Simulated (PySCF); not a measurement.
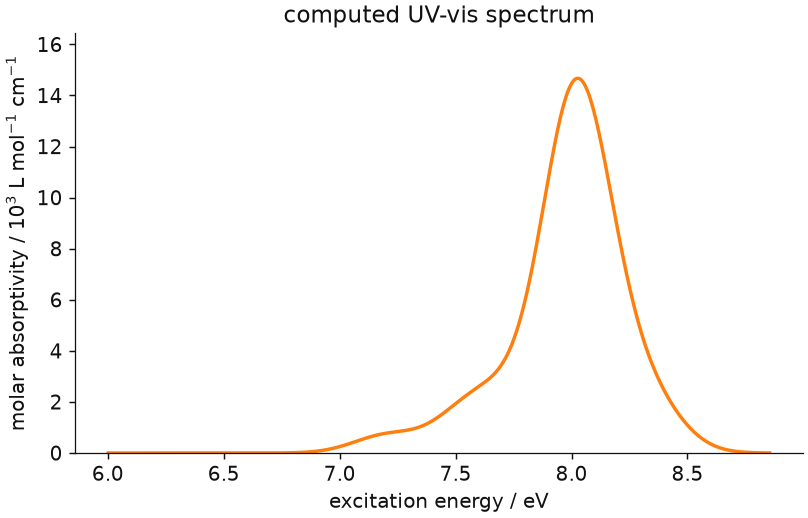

Vertical TDDFT excitations, B3LYP/def2-SVPD with PySCF, at a PBE0-D3(BJ)/def2-SVP geometry (no frequency check), gas phase. The lowest 10 singlet states are shown; each is broadened by a Gaussian of 1/e half-width 0.20 eV. States within 0.01 eV of each other are merged, with their strengths summed. The highest state may be half of a pair whose partner wasn't computed.

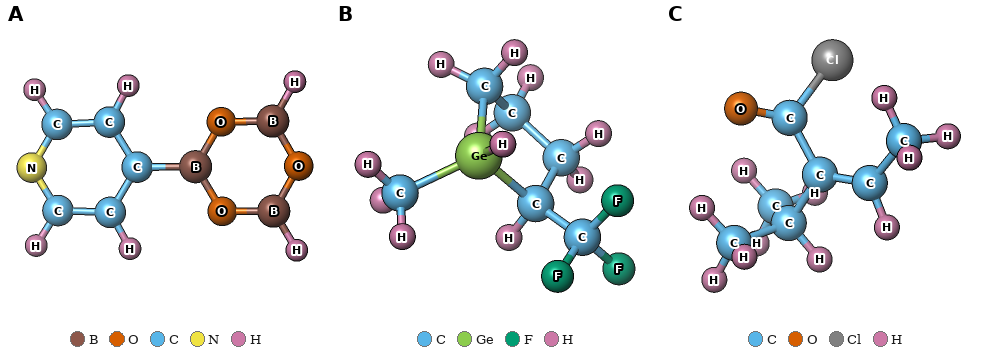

Whose absorption spectrum is this? The candidates are drawn in the second picture.

Structure B, C₆H₁₁F₃Ge, SMILES [CH3][Ge@@H]1[CH2]CC[C@H]1C(F)(F)F, singlet. Its lowest singlet lies at 7.20 eV (f = 0.009) and the brightest of those computed is S5/S6 at 7.99 eV (155 nm), f = 0.104, mainly HOMO−1/HOMO → LUMO+1/LUMO+3.

Caveats: states above the negative HOMO energy depend on the basis; one conformer of a flexible molecule; core orbitals are frozen in the response.
